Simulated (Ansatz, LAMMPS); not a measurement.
# Site preference of Zr in place of Ti in glassy 39BaO-61TiO2 (mol %) (94 atoms), part 2 of 3

At which site of glassy 39BaO-61TiO2 (mol %) (94 atoms) does Zr in place of Ti cost least, and what about the site decides it?

Ansatz 0.2.0; Kohn-Sham DFT, r2SCAN, PAW (set soft_2), plane waves.

The cell: 14 Ba, 22 Ti and 58 O. The quench rate of 50 K/ps far exceeds what a furnace or splat quench reaches. The network of bonds at the start is that of the classical potential that made the cell. Only the Γ point is sampled, in a cell whose shortest periodic width is 11 Å. No spin–orbit coupling is included.

So far. Step 2 (Single point at the start): The r.m.s. force at the start is 0.70 eV/Å. Step 3 (Relaxation): The relaxation was stopped at its limit after 28 steps, 6.48 eV below its start, with a largest force component of 0.16 eV/Å.

### Step 4. Single point at the relaxed geometry

One more single point at the end of the walk gives the fuller output and checks the residual forces.

The input, input.yaml:

```yaml
crystal:
  lattice:
    - [11.33512, 0.0, 0.0]
    - [0.0, 11.33512, 0.0]
    - [0.0, 0.0, 11.33512]
  atoms:
    - { symbol: Ba, position: [0.67775, 0.90115, 0.90952] }
    - { symbol: Ba, position: [0.72268, 0.17671, 0.13222] }
    - { symbol: Ba, position: [0.17771, 0.14279, 0.25119] }
    - { symbol: Ba, position: [0.00269, 0.65798, 0.24531] }
    - { symbol: Ba, position: [0.25064, 0.72381, 0.83446] }
    - { symbol: Ba, position: [0.13998, 0.196, 0.63234] }
    [... 82 atom lines left out ...]
    - { symbol: O, position: [0.32485, 0.79625, 0.05391] }
    - { symbol: O, position: [0.31756, 0.19948, 0.06388] }
    - { symbol: O, position: [0.02287, 0.4125, 0.24636] }
    - { symbol: O, position: [0.56249, 0.73537, 0.58053] }
    - { symbol: O, position: [0.0884, 0.90447, 0.67721] }
    - { symbol: O, position: [0.94085, 0.05881, 0.19236] }
kpoints:
  mp_grid: { grid: [1, 1, 1] }
hamiltonian:
  xc: r2scan
scf:
  occupations: { method: fixed }
output:
  forces: true
  stress: true
  populations: true
  dos:
    method: { smearing: { sigma: 0.1 } }
    de: 0.1
    projected: { site_lists: { Ba: [Ba], O: [O], Ti: [Ti] } }
  eigenvalues: true
  write_density: true
  write_potential: true
  volumetric_format: npy
```

Started as:

```bash
> ansatz run input.yaml --threads 4 --pin off --max-ram 8192MiB --backend cpu --events-out ev --progress --plain --runs-dir out
```

Numbers of over 12 decimals in the logs are rounded to 6 here.

Output:

```text
[...]
Crystal: 94 atoms, lattice volume = 1456.392 Å³
Basis set: ecut = 500 eV, 37121 PW (Γ), exchange–correlation on 360×360×360 points (64 copies of the dense FFT grid, shifted against one another)
Bands: 470, of which v1, the nominal top of the filled ones, is band 376 counted from 1 (375 counted from 0)
Symmetry: 1 space group operations
[...]
k-points: 1
[...]
SCF iter   1: F=—  HF=-171731.044646 eV  |F-HF|=—  |Δ(HF+E_count)|=         —  Δρ=1.98e-2  dr2=7.29e0  dr2_τ=4.99e0  ethr=1.77e-3  ⟨swp⟩=5.0  Hψ=1668  notcnv=0  defer=89
[...]
SCF iter  13: F=-171732.188126 eV  HF=-171732.188126 eV  |F-HF|=2.47e-9  |Δ(HF+E_count)|=   2.39e-9  Δρ=7.00e-7  dr2=8.08e-9  dr2_τ=9.54e-10  ethr=1.33e-11  ⟨swp⟩=7.0  Hψ=2558  notcnv=0
SCF 1 converged in 13 iterations: F = -171732.188126 eV  dr2 = 8.08e-9
[...]
SCF converged after 13 iterations
Free energy (F): -171732.188126 eV
[...]
Internal energy: -171732.188126 eV  (E = F + TS)
E sigma→0 (E₀):  -171732.188126 eV
Fermi energy:    6.903027 eV
[...]
--- Forces (eV/Å), atoms counted from 1 ---
  atom   1  Ba    -0.02077226     0.01135949     0.00322006
  atom   2  Ba    -0.00424412    -0.03621657     0.01263493
  atom   3  Ba     0.05258587    -0.00225495    -0.05625128
  atom   4  Ba    -0.00495017    -0.00362491    -0.00471683
  atom   5  Ba     0.00522914    -0.00993287     0.00068593
  atom   6  Ba    -0.01754400     0.03543628     0.03202999
  atom   7  Ba     0.03977945     0.01372310     0.02046409
  atom   8  Ba     0.01204500    -0.02680233     0.02995432
  atom   9  Ba     0.02540811     0.00697639     0.01137753
  atom  10  Ba    -0.02857148     0.01295379     0.01811417
  atom  11  Ba    -0.00838006     0.02249490    -0.03953481
  atom  12  Ba     0.00455439    -0.00612401    -0.01224586
  atom  13  Ba    -0.00444390    -0.00380730    -0.00011921
  atom  14  Ba     0.02125957    -0.03683401     0.01974998
[...]
atom  93  O      0.01822849     0.00369606    -0.05694903
  atom  94  O      0.00933352     0.01092444     0.02496548
  max |Σ_I F_I| component: 9.35e-5 eV/Å
--- Stress (GPa, compression-positive) ---
       -1.314736      -0.175455      -1.016648
       -0.175455      -1.536228      -0.178687
       -1.016648      -0.178687      -1.963308
  P = ⅓ Tr σ = -1.6048 GPa (-16.048 kbar)
--- Band table (eV) ---
[...]
--- Löwdin populations: 94 sites ---
  site symbol       q [e]
     0     Ba      8.2257
     1     Ba      8.2231
     2     Ba      8.2083
[...]
93      O      6.8388
  spilling = 0.007272 (of n_electrons = 752.000000)
```

It took 1.7 min on 4 threads of Arm Neoverse V1, shared host; peak memory 4.6 GiB; 6.8 min of CPU time.

The run gave:

```yaml
free_energy: -171732.1881 eV
free_energy_per_atom: -1826.9382 eV/atom
scf_cycles: 13
pressure: -1.605 GPa
r_m_s_force_component: 0.03177 eV/Å
longest_force: 0.176 eV/Å
fermi_energy: 6.903 eV
spacing_of_highest_filled_and_lowest_empty_level: 2.749 eV
spilling_of_the_projection: 0.007272
```

Length of the force by element:

```
element  coordination  atoms  mean length of the force (eV/Å)  spread   least    most
     Ba           all     14                            0.034  0.0193  0.0059   0.077
      O           all     58                           0.0413  0.0198  0.0043  0.0983
     Ti           all     22                           0.0726  0.0342  0.0233   0.176
```

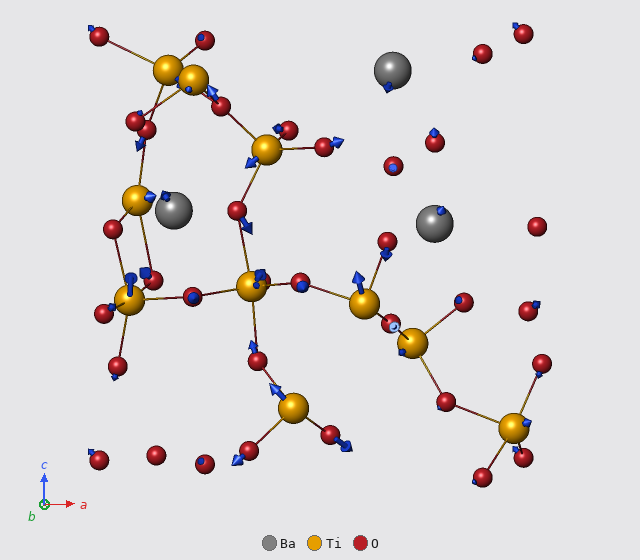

Forces as arrows; the longest in the cell is 0.176 eV/Å. Drawn is a slice 4 Å thick, seen along the normal of the ac plane. Bonds to atoms that aren't drawn are left out.

Löwdin charges by element (they lack the spilled electrons, 0.058 e an atom on average):

```csv
element,coordination,atoms,mean charge (e),spread,least,most
Ba,all,14,1.79,0.0065,1.77,1.80
O,all,58,-0.841,0.0774,-1.07,-0.626
Ti,all,22,1.33,0.044,1.25,1.43
```

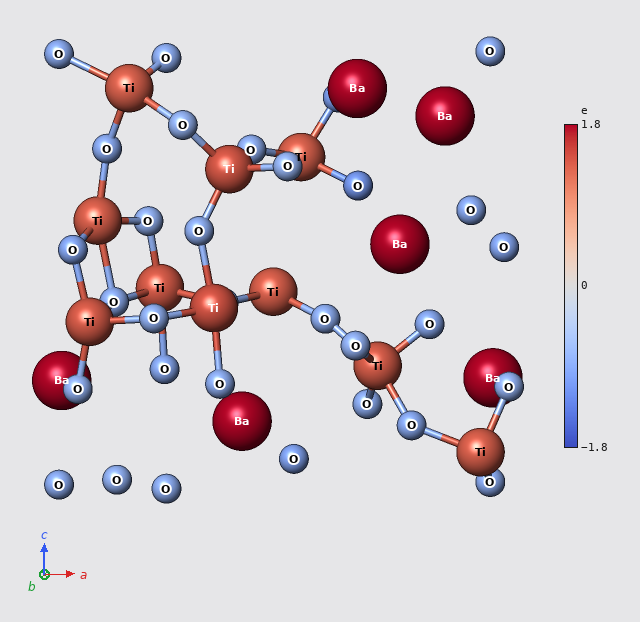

Atoms coloured by Löwdin charge. Drawn is a slice 4 Å thick, seen along the normal of the ac plane. Bonds to atoms that aren't drawn are left out.

Density of states as counts of states in windows of 1 eV (from the Fermi level), total and the larger projections:

| from (eV) | to (eV) | total | O p | Ti d | Ba p |
| --- | --- | --- | --- | --- | --- |
| -14 | -13 | 0.0 | 0.0 | 0.0 | 0.0 |
| -13 | -12 | 0.7 | 0.0 | 0.0 | 0.7 |
| -12 | -11 | 47.1 | 1.6 | 0.3 | 44.3 |
| -11 | -10 | 36.2 | 1.2 | 0.2 | 33.9 |
| -10 | -5 | 0.0 | 0.0 | 0.0 | 0.0 |
| -5 | -4 | 32.8 | 23.2 | 7.3 | 0.1 |
| -4 | -3 | 94.9 | 70.7 | 19.1 | 0.8 |
| -3 | -2 | 94.1 | 76.3 | 12.0 | 1.1 |
| -2 | -1 | 92.6 | 83.3 | 5.3 | 0.9 |
| -1 | 0 | 32.3 | 30.2 | 1.0 | 0.2 |
| 0 | 1 | 1.4 | 1.3 | 0.0 | 0.0 |
| 1 | 2 | 0.0 | 0.0 | 0.0 | 0.0 |
| 2 | 3 | 6.4 | 0.6 | 5.6 | 0.0 |
| 3 | 4 | 53.7 | 6.6 | 43.5 | 0.0 |
| 4 | 5 | 75.0 | 12.6 | 51.6 | 0.1 |

With fixed occupations the program's Fermi level is the highest filled level; weight inside the gap is the broadening of levels at its edges.

Between -26 and -14 eV lie 120 more states.

The stored curve holds about 552 of the 752 electrons; the rest, give or take the few that broadening carries across the Fermi level, lie in deeper levels below its range.

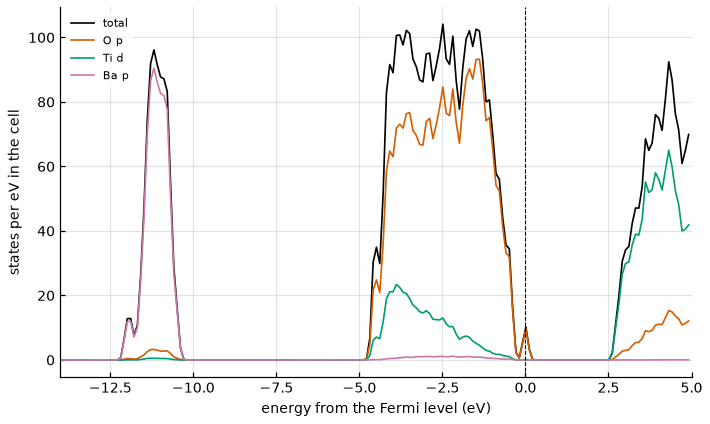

Total and projected density of states, with the broadening of the input.

The levels nearest the highest filled one (over half full), pooled over k-points and spins:

```
level less the highest filled one (eV)  occupation
                                -0.649           2
                                -0.568           2
                                -0.518           2
                                -0.493           2
                                -0.423           2
                                     0           2
                                  2.75           0
                                  2.86           0
                                  2.94           0
                                  2.97           0
                                  3.03           0
                                  3.12           0
```

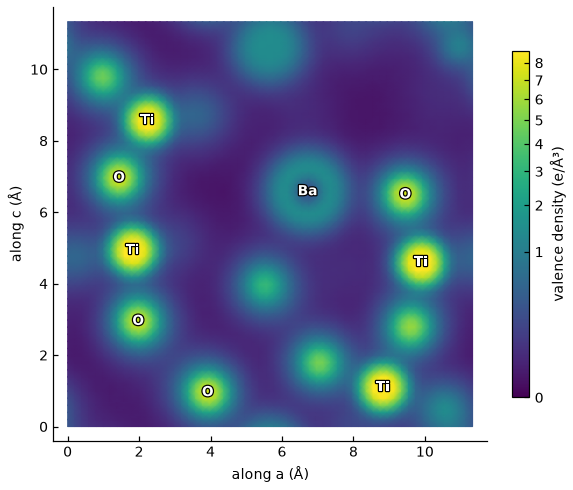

Valence density in the ac plane at fractional y = 0.387, with atoms of Ba and Ti and O within 0.2 Å of it. It is the smooth field of the valence electrons, not physical close to the nuclei. The map starts off the cell's origin, so that atoms lie inside it. The colour scale is stretched toward low values.

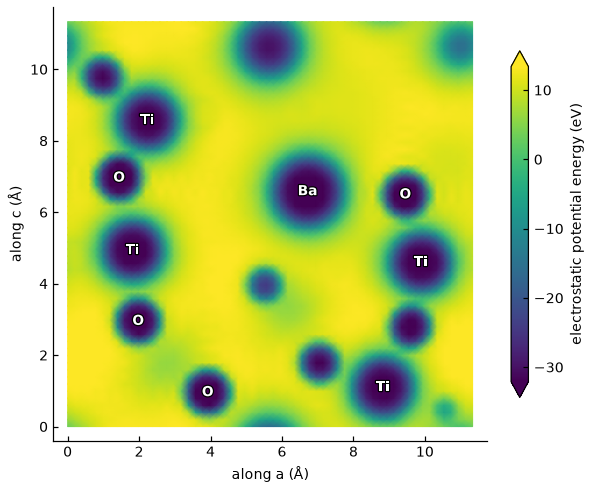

Electrostatic potential energy in the ac plane at fractional y = 0.387, with atoms of Ba and Ti and O within 0.2 Å of it. With pseudopotentials it is smooth inside the atoms' cores, unlike the true potential. The map starts off the cell's origin, so that atoms lie inside it.

Filled and empty levels are parted by 2.75 eV (at Γ alone); a semilocal functional tends to put such gaps too low. In a disordered cell it changes from sample to sample, and tail or defect levels can set it. Mean Löwdin charges: Ba +1.79, O -0.84, Ti +1.33 e (they miss 0.73 % of the electrons, so they add up to more than the cell's charge). The largest share in the top eV of filled states is O p (95 % of the projected weight), and in the lowest eV of empty states Ti d (86 % of the projected weight).

### Step 5. Zr on a site of Ti, site Ti29

The site has 4 bonded neighbours (O4) at 1.87 Å on average, by cutoffs that count no bonds between two metal atoms or like ions. The change is made in the relaxed cell and the atoms are relaxed again, with spin allowed.

The input, input.yaml:

```yaml
crystal:
  lattice:
    - [11.33512, 0.0, 0.0]
    - [0.0, 11.33512, 0.0]
    - [0.0, 0.0, 11.33512]
  atoms:
    [... atom lines 1 to 25 left out ...]
    - { symbol: Ti, position: [0.07756, 0.53314, 0.62709] }
    - { symbol: Ti, position: [0.23148, 0.67128, 0.45737] }
    - { symbol: Ti, position: [0.33678, 0.38821, 0.43512] }
    - { symbol: Zr, position: [0.73169, 0.80205, 0.1974], spin: 0.6 }
    - { symbol: Ti, position: [0.55805, 0.66196, 0.76039] }
    - { symbol: Ti, position: [0.90018, 0.18605, 0.85622] }
    - { symbol: Ti, position: [0.087, 0.91613, 0.51297] }
    [... atom lines 33 to 94 left out ...]
magnetization:
  spin_polarized: true
kpoints:
  mp_grid: { grid: [1, 1, 1] }
hamiltonian:
  xc: r2scan
scf:
  occupations: { method: fermi_dirac, width: 0.025 }
  lower_state_search: "off"
output:
  forces: true
  eigenvalues: true
relax:
  f_tol: 0.05
  max_steps: 90
```

Output:

```text
Engine: ansatz 0.2.0, aarch64-unknown-linux-gnu
Pseudopotentials: kind: paw
Pseudopotential: Ba, paw, valence charge 10, recommended cutoff 500 eV (meta_gga), Ba.paw.azcp
Pseudopotential: Ti, paw, valence charge 12, recommended cutoff 500 eV (meta_gga), Ti.paw.azcp
Pseudopotential: Zr, paw, valence charge 12, recommended cutoff 500 eV (meta_gga), Zr.paw.azcp
Pseudopotential: O, paw, valence charge 6, recommended cutoff 500 eV (meta_gga), O.paw.azcp
Functional definition: r2SCAN
  parameter k0 = 0.174
  parameter k1 = 0.065
  parameter a1 = 4.9479
  exchange = r2scan_x(k0 = k0, k1 = k1, a1 = a1)
  correlation = r2scan_c
Crystal: 94 atoms, lattice volume = 1456.392 Å³
Basis set: ecut = 500 eV, 37121 PW (Γ), exchange–correlation on 360×360×360 points (64 copies of the dense FFT grid, shifted against one another)
Bands: 472, of which v1, the nominal top of the filled ones, is band 376 counted from 1 (375 counted from 0)
Symmetry: 1 space group operations
Space group: P1 (ITA 1), of the structure as read, at distance tolerance 1.1e-4 Å
Magnetic group: BNS 1.1 (UNI 1), of the structure as read, at distance tolerance 1.1e-4 Å
k-points: 1
Non-local potential: Ba, projectors of the file, l = 0: 3, l = 1: 2, l = 2: 2, l = 3: 2
Non-local potential: Ti, projectors of the file, l = 0: 3, l = 1: 2, l = 2: 3, l = 3: 1
Non-local potential: Zr, projectors of the file, l = 0: 3, l = 1: 2, l = 2: 2, l = 3: 2
Non-local potential: O, projectors of the file, l = 0: 2, l = 1: 2, l = 2: 1
PAW form: soft (Blöchl's): semilocal exchange-correlation on the pseudo side does not see the compensation charge
PAW frozen core: Ba, regenerated for the run's functional (the file was generated under x = pbe(κ = 0.804, μ = 0.219515), c = pbe(β = 0.066725))
PAW frozen core: Ti, regenerated for the run's functional (the file was generated under x = pbe(κ = 0.804, μ = 0.219515), c = pbe(β = 0.066725))
PAW frozen core: Zr, regenerated for the run's functional (the file was generated under x = pbe(κ = 0.804, μ = 0.219515), c = pbe(β = 0.066725))
PAW frozen core: O, regenerated for the run's functional (the file was generated under x = pbe(κ = 0.804, μ = 0.219515), c = pbe(β = 0.066725))
PAW one-centre angular grid: Ba, 302 points (default); XC on 160 Gauss nodes
PAW one-centre angular grid: Ti, 590 points (default); XC on 160 Gauss nodes
PAW one-centre angular grid: Zr, 590 points (default); XC on 160 Gauss nodes
PAW one-centre angular grid: O, 302 points (default); XC on 160 Gauss nodes
Initial density: superposition of atomic densities (chi_scale 0.1, normalization cell, long waves kept (reshape's long-wave potential 0.84 eV rms))
Starting moments: Σ|m| = 3 μB on 5 of 94 sites
Initial wavefunctions: pseudopotential atomic-orbital guess
[...]
relax step  12: F+E_penalty+E_count = -173423.58837920 eV  Δ(F+E_penalty+E_count) = -3.369e-3 eV  max|allowed force component| = 5.547e-2 eV/Å  Δτ_max = 0.0095 Å  (7 SCF iters, dr2 threshold 3.10e-6 eV, accepted)
[...]
spin=Collinear: Resta preconditioning applied to the charge; magnetization (m = ρ↑ − ρ↓) channel mixes plain (no charge-response kernel on spin).
Step cancelled. What follows is not a result of the run: it is the report of the last solve that finished, which converged after 7 SCF iterations.
Magnetization: 0.0000 μB (376.0000 up, 376.0000 down)
Absolute magnetization: 0.0001 μB (∫|ρ↑−ρ↓|, with the PAW one-centre terms)
Spin contamination: 0.0000 ħ² per cell (⟨S²⟩ above its minimum at these occupations)
Per-site moments (μB) at R_I (Å): [(1.0800168143939647e-8, 1.075232), (2.6092477472182887e-8, 1.078828), (1.576273243072249e-10, 1.116409), (-5.794861143656791e-9, 1.138250), (1.4728216924277118e-9, 1.097523), [...]
Free energy (F): -173423.588379 eV
Harris-Foulkes:  -173423.588379 eV  (|F-HF|=3.36e-7)
Internal energy: -173423.588379 eV  (E = F + TS)
E sigma→0 (E₀):  -173423.588379 eV
Fermi energy:    8.366419 eV
--- Per-component energies (eV) ---
  E_band       = -6311.581055
  E_kinetic    = 18663.619324
  E_local      = -58588.457545  (includes V_loc(G=0)·N_el)
  E_nonlocal   = 3655.522533
  E_hartree    = 23470.210614
  E_xc         = -8614.329559
  E_vxc        = -11282.783614  (∫ρ·V_xc dr)
  E_paw        = -107910.493984  (= ΣΔE_a)
  E_vpaw       = -6415.334423  (= ΣTr[D̂ρ^β])
  E_aug_tail   = 0.060673  (compensation charges beyond the density's cutoff)
  E_vtau       = 715.404655  (kinetic-family band-sum trace: ∫τ·v_τ [+ j·A + Jᵃ·Aᵃ] dr)
  E_ewald      = -44093.366342
  E_core_change = -6.354092  (= ΣΔE_core)
  E_smearing   = -0.000000  (= −TS)
  E_closure    = -0.000000  (closes the sum)
  Σ components = -173423.588379   (vs F -173423.588379, Δ=0.00e0)
--- Forces (eV/Å), atoms counted from 1 ---
  atom   1  Ba     0.02574789    -0.00476673    -0.01747706
  atom   2  Ba     0.00524627     0.01542226    -0.01089654
  atom   3  Ba     0.01087453     0.00494284    -0.02321298
  atom   4  Ba     0.00249166    -0.00323939    -0.01073635
  atom   5  Ba    -0.01137999     0.00746318    -0.00167672
  atom   6  Ba     0.00470587    -0.00188390     0.01127069
  atom   7  Ba    -0.00200567     0.00213355    -0.00188327
  atom   8  Ba    -0.00779868     0.00183876     0.00709369
[...]
atom  13  Ba    -0.00404995     0.00237446     0.00102618
  atom  14  Ba    -0.00119268     0.00698410    -0.00761090
[...]
atom  93  O      0.02190035    -0.00612013    -0.03163120
  atom  94  O     -0.01205166     0.00320288     0.01915772
  max |Σ_I F_I| component: 2.05e-4 eV/Å
--- Band table (eV) ---
  k-point 0 ↑: bands = ["-52.3141", "-52.0971", "-52.0339", "-51.9188", [... 456 levels ...], "12.5278", "12.5514", "12.5842", "12.6284", "12.6318", "12.6620", "12.7281", "12.7648", "12.7911", "12.8561", "12.8917", "12.9026"]
  k-point 0 ↓: bands = ["-52.3141", "-52.0971", "-52.0339", "-51.9188", [... 456 levels ...], "12.5278", "12.5514", "12.5842", "12.6284", "12.6318", "12.6620", "12.7281", "12.7648", "12.7911", "12.8561", "12.8917", "12.9026"]
End of that report.
Error: SIGTERM received: cancelled by the caller after 1 completed SCF iterations
```

Wall time 37 min (4 threads); peak memory 6.7 GiB.

The relaxation was stopped at its limit after 12 steps, 1.51 eV below its start, with a largest force component of 0.055 eV/Å.

[end of part 2 of 3]

[Logs are printed without paths, hosts, clocks, repeated set-up lines and the standing remarks that a program may print on its own settings, such as how far it seeks lower states.]

[Hosts, paths, dates, database ids (printed as entryN), source tags and the programs' standing remarks are cut or masked in the printed files.]
